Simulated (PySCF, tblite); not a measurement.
# C₃H₇BFO₂ radical: geometry, infrared bands and EPR parameters

Aim: predict the infrared bands and EPR parameters of C₃H₇BFO₂ radical (`C[CH]OB(F)OC`).

The runs use tblite 0.8.0 and PySCF 2.14.0, with density-fitted response routines of our own; the level of theory stands in each step. All values are computed, except where a source is named. Atoms are numbered from 0 throughout.

## 1. The starting structure

14 atoms, charge 0, multiplicity 2; geometry from: force field or distance geometry start.

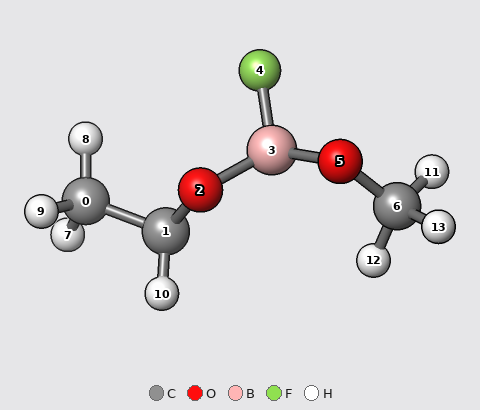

The starting geometry (carbon grey, oxygen red, boron pink, fluorine green, hydrogen white), atoms numbered.

## 2. Relaxing the molecule with GFN2-xTB

The job: settings as JSON, then the geometry in Å.

```
{"job": {"kind": "relax", "xc": "GFN2-xTB", "basis": "xTB"}, "charge": 0, "multiplicity": 2}
C      2.687000     0.155100     0.473800
C      1.253300     0.637400     0.359500
O      0.377800    -0.063200     1.175600
B     -0.623800    -0.808100     0.383900
F     -0.246700    -2.182600     0.067400
O     -2.019700    -0.628100     0.830000
C     -2.774000     0.085400    -0.084600
H      3.254400     0.717900    -0.309500
H      2.801500    -0.921500     0.266700
H      3.152700     0.387600     1.453600
H      1.208300     1.715500     0.584000
H     -3.091600    -0.552000    -0.949100
H     -2.273100     1.018500    -0.410600
H     -3.706900     0.437600     0.417200
```

Command:

```bash
$ OMP_NUM_THREADS=1 python probes_run.py task.json out
```

This one command runs all jobs of the session in turn.

The log of the run:

```text
step      E/eV     max force
  0    -654.68281    5.038
  1    -655.62036    3.276
  2    -656.13063    1.908
  3    -656.21541    0.711
  4    -656.26110    0.635
  5    -656.30133    0.734
  6    -656.34145    0.607
  7    -656.37257    0.604
  8    -656.40932    0.511
  9    -656.44719    0.699
 10    -656.48913    0.747
 11    -656.52927    0.527
 12    -656.56636    0.473
 13    -656.60824    0.598
 14    -656.65178    0.654
 15    -656.69003    0.672
 16    -656.72836    0.529
 17    -656.75827    0.836
 18    -656.81199    0.766
 19    -656.86805    0.613
 20    -656.95843    0.753
 21    -656.98987    0.831
 22    -657.03383    0.612
 23    -657.06726    0.359
 24    -657.08061    0.289
 25    -657.09886    0.253
 26    -657.10852    0.249
 27    -657.11643    0.176
 28    -657.12031    0.157
 29    -657.12266    0.120
 30    -657.12451    0.126
 31    -657.12665    0.123
 32    -657.12826    0.110
 33    -657.12935    0.066
 34    -657.13008    0.058
 35    -657.13069    0.063
 36    -657.13122    0.069
 37    -657.13167    0.054
 38    -657.13208    0.050
 39    -657.13251    0.064
 40    -657.13300    0.069
 41    -657.13354    0.071
 42    -657.13401    0.053
 43    -657.13438    0.051
 44    -657.13470    0.060
 45    -657.13504    0.061
 46    -657.13536    0.045
 47    -657.13558    0.043
 48    -657.13569    0.025
 49    -657.13576    0.019
 50    -657.13581    0.015
 51    -657.13585    0.022
 52    -657.13589    0.018
 53    -657.13593    0.022
 54    -657.13601    0.028
 55    -657.13613    0.031
 56    -657.13628    0.032
 57    -657.13644    0.029
 58    -657.13660    0.033
 59    -657.13679    0.044
 60    -657.13699    0.039
 61    -657.13714    0.021
 62    -657.13721    0.017
 63    -657.13725    0.020
 64    -657.13730    0.023
 65    -657.13737    0.022
 66    -657.13745    0.022
 67    -657.13753    0.023
 68    -657.13762    0.033
 69    -657.13777    0.040
 70    -657.13800    0.045
 71    -657.13833    0.051
 72    -657.13869    0.050
 73    -657.13909    0.055
 74    -657.13955    0.057
 75    -657.14009    0.057
 76    -657.14058    0.067
 77    -657.14088    0.043
 78    -657.14112    0.089
 79    -657.14146    0.054
 80    -657.14197    0.032
 81    -657.14254    0.042
 82    -657.14293    0.076
 83    -657.14330    0.053
 84    -657.14391    0.056
 85    -657.14428    0.205
 86    -657.14683    0.126
 87    -657.14880    0.097
 88    -657.13334    0.626
 89    -657.15014    0.073
 90    -657.15081    0.081
 91    -657.15221    0.136
 92    -657.15281    0.056
 93    -657.15362    0.039
 94    -657.15387    0.028
 95    -657.15393    0.019
 96    -657.15395    0.015
 97    -657.15398    0.017
 98    -657.15403    0.024
 99    -657.15412    0.029
100    -657.15420    0.034
101    -657.15429    0.031
102    -657.15442    0.030
103    -657.15459    0.029
104    -657.15485    0.043
105    -657.15518    0.051
106    -657.15552    0.059
107    -657.15538    0.136
108    -657.15607    0.047
109    -657.15631    0.042
110    -657.15721    0.056
111    -657.15779    0.052
112    -657.15846    0.064
113    -657.15898    0.080
114    -657.15945    0.071
115    -657.16012    0.069
116    -657.16089    0.073
117    -657.16140    0.063
118    -657.16155    0.069
119    -657.16190    0.028
120    -657.16207    0.025
121    -657.16268    0.032
122    -657.16295    0.046
123    -657.16319    0.027
124    -657.16328    0.016
125    -657.16331    0.036
126    -657.16333    0.016
127    -657.16334    0.013
128    -657.16336    0.018
129    -657.16337    0.018
130    -657.16339    0.021
131    -657.16341    0.017
132    -657.16344    0.015
133    -657.16347    0.019
134    -657.16352    0.021
135    -657.16358    0.021
136    -657.16364    0.024
137    -657.16370    0.023
138    -657.16377    0.019
139    -657.16385    0.018
140    -657.16391    0.020
141    -657.16394    0.016
142    -657.16394    0.021
143    -657.16396    0.007
```

It took 0.57 s on 1 thread of Arm Neoverse V2, shared host.

Step by step: (not every step is listed)

| step | energy from step 0 (eV) | largest force (eV/Å) |
| --- | --- | --- |
| 0 | 0.0000 | 5.0379 |
| 1 | -0.9375 | 3.2756 |
| 2 | -1.4478 | 1.9085 |
| 3 | -1.5326 | 0.7113 |
| 4 | -1.5783 | 0.6347 |
| 5 | -1.6185 | 0.7340 |
| 6 | -1.6586 | 0.6071 |
| 7 | -1.6898 | 0.6042 |
| 8 | -1.7265 | 0.5107 |
| 21 | -2.3071 | 0.8311 |
| 34 | -2.4473 | 0.0584 |
| 47 | -2.4528 | 0.0433 |
| 60 | -2.4542 | 0.0394 |
| 73 | -2.4563 | 0.0553 |
| 86 | -2.4640 | 0.1262 |
| 99 | -2.4713 | 0.0293 |
| 112 | -2.4756 | 0.0644 |
| 125 | -2.4805 | 0.0362 |
| 138 | -2.4810 | 0.0194 |
| 139 | -2.4810 | 0.0177 |
| 140 | -2.4811 | 0.0198 |
| 141 | -2.4811 | 0.0161 |
| 142 | -2.4811 | 0.0212 |
| 143 | -2.4811 | 0.0071 |

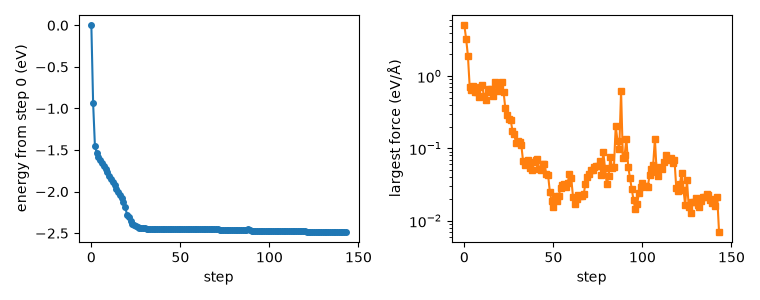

Energy and largest force along the relaxation.

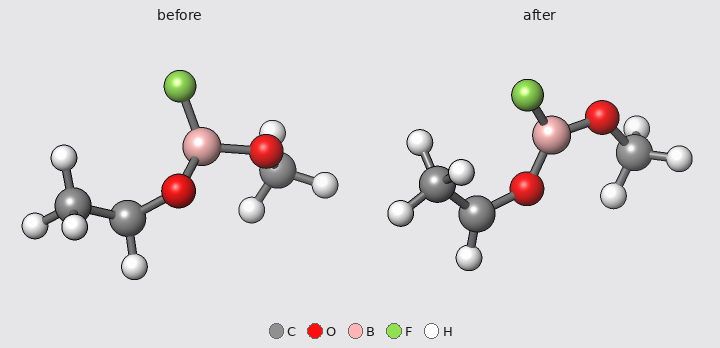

Before and after, at one scale.

Distances of close pairs at the start and the end, largest changes first:

| bond | before (Å) | after (Å) | change (Å) |
| --- | --- | --- | --- |
| B3–O5 | 1.476 | 1.344 | -0.133 |
| O2–B3 | 1.478 | 1.348 | -0.130 |
| B3–F4 | 1.460 | 1.346 | -0.114 |
| C0–C1 | 1.517 | 1.475 | -0.042 |
| C0–H7 | 1.119 | 1.086 | -0.033 |
| C1–O2 | 1.387 | 1.354 | -0.032 |
| C6–H11 | 1.120 | 1.092 | -0.028 |
| O5–C6 | 1.384 | 1.412 | +0.028 |

The final coordinates are the input of the step that follows.

## 3. Infrared spectrum with GFN2-xTB

The job: settings as JSON, then the geometry in Å.

```
{"job": {"kind": "ir", "xc": "GFN2-xTB", "basis": "xTB"}, "charge": 0, "multiplicity": 2}
C      2.495338     0.024816     0.546200
C      1.351362     0.906677     0.246204
O      0.064773     0.485122     0.207488
B     -0.467605    -0.736316     0.411686
F      0.285130    -1.811429     0.711903
O     -1.787875    -0.973115     0.332004
C     -2.748506     0.015955     0.029879
H      3.417289     0.597526     0.519040
H      2.562294    -0.797603    -0.172438
H      2.390039    -0.441944     1.530136
H      1.454898     1.955016     0.034581
H     -3.274918    -0.284131    -0.878229
H     -2.284944     0.992009    -0.118529
H     -3.457953     0.066945     0.857935
```

The log of the run:

```text
mode    cm-1     km/mol
  1     -20.5      0.32
  2      43.6      1.88
  3      78.0      8.42
  4     136.8      6.55
  5     163.6      1.48
  6     202.4     13.84
  7     206.5      0.58
  8     227.1      5.01
  9     337.3      4.69
 10     454.0     14.52
 11     520.6    103.88
 12     573.0      8.67
 13     729.3      4.62
 14     960.2     55.76
 15     989.1      3.94
 16    1061.5     20.03
 17    1114.4     25.18
 18    1131.8      0.40
 19    1138.9      9.94
 20    1176.9    189.87
 21    1275.0    292.69
 22    1299.8     88.18
 23    1355.1    586.00
 24    1395.9     23.89
 25    1409.6    151.38
 26    1442.1      4.58
 27    1464.4      4.36
 28    1467.4     14.13
 29    1471.1     18.11
 30    2917.5     14.23
 31    2954.7     12.57
 32    2966.7     22.11
 33    2975.5     25.27
 34    2983.8     23.06
 35    3056.5     19.11
 36    3122.2     20.81
```

It took 0.27 s on 1 thread of Arm Neoverse V2, shared host.

Which atoms move in the most intense modes:

| cm⁻¹ | km/mol | atoms |
| --- | --- | --- |
| 521 | 103.9 | B3 80 %, O2 10 % |
| 960 | 55.8 | H7 29 %, C0 22 %, O2 19 % |
| 1177 | 189.9 | H10 28 %, B3 26 %, C1 12 %, C0 11 % |
| 1275 | 292.7 | B3 41 %, O5 16 %, H10 15 %, O2 13 % |
| 1300 | 88.2 | H10 38 %, C1 27 %, B3 14 % |
| 1355 | 586.0 | O2 26 %, B3 25 %, C1 24 % |
| 1410 | 151.4 | H12 26 %, H13 23 %, H11 23 %, B3 10 % |
| 2976 | 25.3 | H13 54 %, H11 40 % |

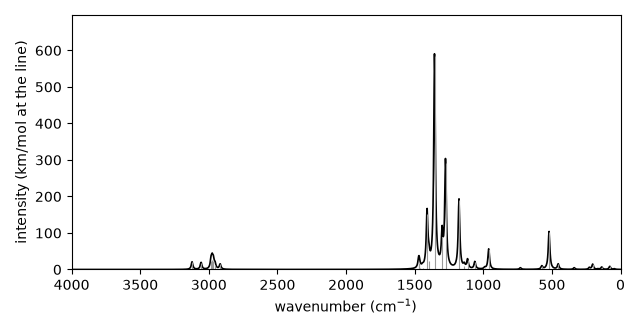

The infrared spectrum from these modes, unscaled. Lines are broadened to a width of 14 cm⁻¹ (Lorentzian).

## 4. g tensor and hyperfine couplings: B3LYP/pcH-1

Same as in step 3 but for these lines:

```diff
@@ -1,2 +1,2 @@
-{"job": {"kind": "ir", "xc": "GFN2-xTB", "basis": "xTB"}, "charge": 0, "multiplicity": 2}
+{"job": {"kind": "epr", "basis": "pcH-1"}, "charge": 0, "multiplicity": 2}
 C      2.495338     0.024816     0.546200
```

Level: UKS B3LYP, pcH-1 on B C F H O, non-relativistic, mean-field spin-orbit, GIAO.

The log of the run:

```text
UKS, coarse grid
  cycle   1  E = -393.65601035  |g| = 6.60e-01
  cycle   2  E = -393.49356454  |g| = 9.70e-01
  cycle   3  E = -393.79747549  |g| = 8.33e-02
  cycle   4  E = -393.79948921  |g| = 4.64e-02
  cycle   5  E = -393.80019068  |g| = 9.54e-03
  cycle   6  E = -393.80022006  |g| = 4.34e-03
  cycle   7  E = -393.80022826  |g| = 1.05e-03
  cycle   8  E = -393.80022873  |g| = 9.07e-04
UKS, final grid
  cycle   1  E = -393.80021283  |g| = 1.52e-03
  cycle   2  E = -393.80021137  |g| = 2.65e-03
  cycle   3  E = -393.80021355  |g| = 8.33e-05
  cycle   4  E = -393.80021355  |g| = 2.59e-05
E = -393.80021355 Eh   <S^2> = 0.7537 (exact 0.7500)
g shifts (ppm)      1          2          3
  rmc          -172       -172       -172
  gc             -3         37         42
  oz_so         -29        915       1560
  total        -204        779       1429
hyperfine (MHz)  atom isotope    a_iso     a_fc   dipolar eigenvalues
    0   13C     -34.61     -34.61     -1.84     -0.01      1.85
    1   13C      94.56      94.56    -84.06    -81.37    165.43
    2   17O      -4.35      -4.35    -33.07     15.76     17.31
    3   11B      -1.10      -1.10     -4.56      0.24      4.32
    4   19F       6.66       6.66    -15.04     -9.77     24.80
    5   17O      -2.03      -2.03     -5.78      2.74      3.04
    6   13C      -0.52      -0.52     -0.32     -0.25      0.57
    7    1H       1.89       1.89     -5.33     -3.86      9.19
    8    1H     113.77     113.77     -4.70     -3.98      8.68
    9    1H     113.00     113.00     -4.70     -3.98      8.68
   10    1H     -69.20     -69.20    -38.99     -0.23     39.22
   11    1H       0.59       0.59     -0.85     -0.71      1.56
   12    1H      -0.02      -0.02     -1.72     -1.56      3.27
   13    1H       0.58       0.58     -0.85     -0.70      1.55
```

Wall time 49 s (1 thread of Arm Neoverse V2, shared host); peak memory 0.86 GiB.

Principal g values 2.00211, 2.00310, 2.00375; g(iso) = 2.00299, against 2.00232 for a free electron.

Mean a(iso) over the nuclei that a row names, and the largest dipolar term of the row (other rows stand at the frozen geometry):

| nuclei | isotope | a(iso) (MHz) | a(iso) (G, at g = 2.0023) | largest dipolar term (MHz) |
| --- | --- | --- | --- | --- |
| C1 | 13C | 94.6 | 33.7 | 165.4 |
| H7, H8, H9 | 1H | 76.2 | 27.2 | 9.2 |
| H10 | 1H | -69.2 | -24.7 | 39.2 |
| C0 | 13C | -34.6 | -12.3 | 1.8 |
| F4 | 19F | 6.7 | 2.4 | 24.8 |
| O2 | 17O | -4.3 | -1.6 | -33.1 |
| O5 | 17O | -2.0 | -0.7 | -5.8 |
| B3 | 11B | -1.1 | -0.4 | -4.6 |
| C6 | 13C | -0.5 | -0.2 | 0.6 |
| H11, H12, H13 | 1H | 0.4 | 0.1 | 3.3 |

Mulliken spin populations:

C0 -0.08; C1 0.94; O2 0.04; B3 0.04; F4 0.00; O5 0.01; C6 0.00; H7 0.00; H8 0.05; H9 0.05; H10 -0.05; H11 0.00; H12 0.00; H13 0.00

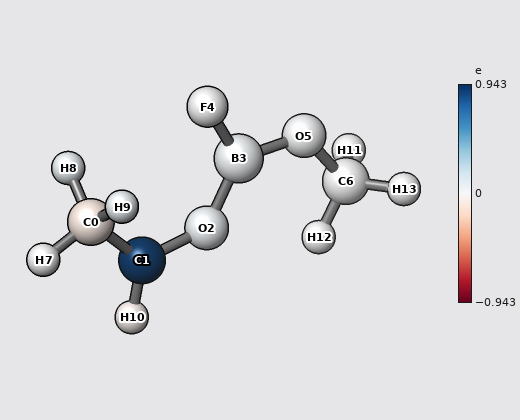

Mulliken spin populations, as colours on the atoms.

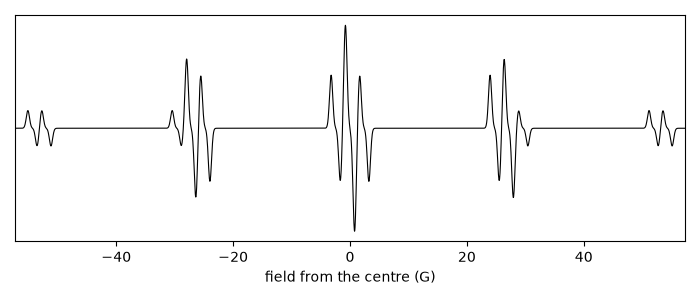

First-order isotropic spectrum (first derivative, main isotopes with spin only, couplings over 0.8 MHz, Gaussian width 0.3 G; couplings of the frozen geometry, rotation of groups not averaged beyond the rows shown).

The fields below are evaluated on a grid from the run's orbitals.

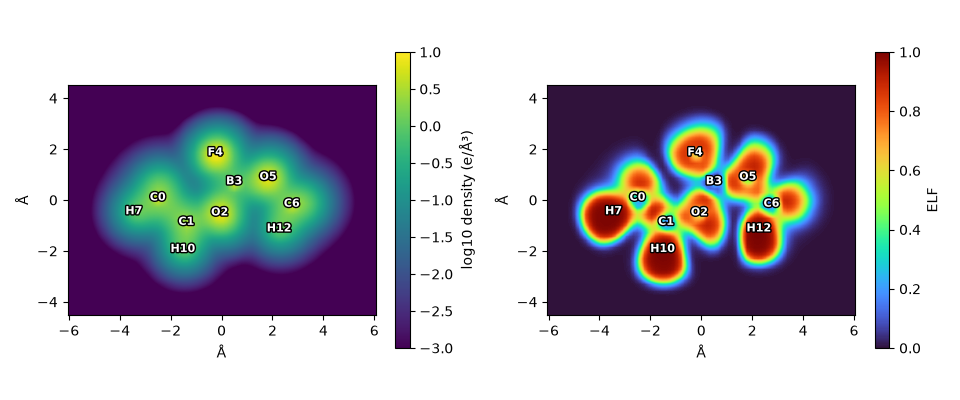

Density (left) and ELF (right) in a plane through or near 10 of the atoms.

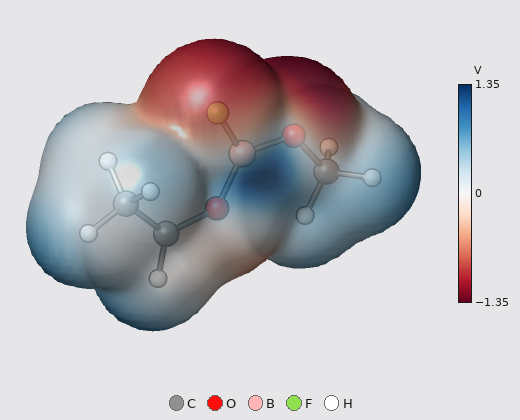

The potential that a unit positive charge feels on the 0.002 e/bohr³ surface, from -1.35 V near O5 to 1.12 V near B3.

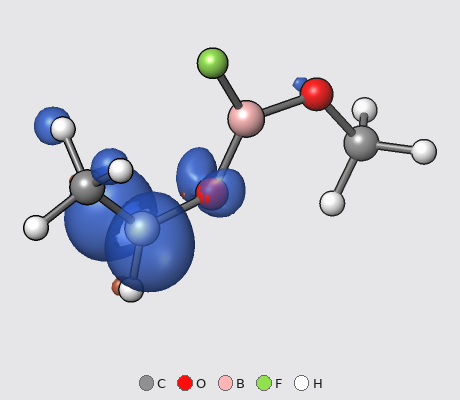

Spin density at ±0.05 e/Å³ (alpha excess blue, beta excess red).

## 5. What came out

| quantity | value |
| --- | --- |
| strongest single infrared mode (GFN2-xTB) | 1355 cm⁻¹, 586 km/mol |
| zero-point energy (GFN2-xTB) | 64.0 kcal/mol |
| g(iso) (B3LYP) | 2.00299 |
| ⟨S²⟩ | 0.754 (exact 0.75) |
| largest a(iso) (averaged by class) | 13C on C1, 94.6 MHz |
| potential on the surface of density 0.002 e/bohr³, 1st and 99th percentile | -1.35 V and 1.12 V |

Relaxing lowered the energy by 2.481 eV in 143 steps; the close pair that moved most is B3–O5, from 1.476 to 1.344 Å. The lowest mode is imaginary (20i cm⁻¹), so the xTB geometry is not a minimum: the zero-point energy counts the real modes alone, and all values at this geometry belong to a saddle point. The strongest single mode, at 1355 cm⁻¹, has its largest shares on O2, B3 and C1 (the list is cut at 3 atoms). GFN2-xTB is a fitted tight-binding method: band positions and strengths are rough. Its intensities can rank the bands wrongly. Most of the unpaired spin sits on C1 (0.94 e). The isotropic g lies 0.7 ppt above the free-electron value. These values are for one conformer; the search (at its own cheap level) found 1 more, at 0.16 kcal/mol, and measured spectra average over such forms.
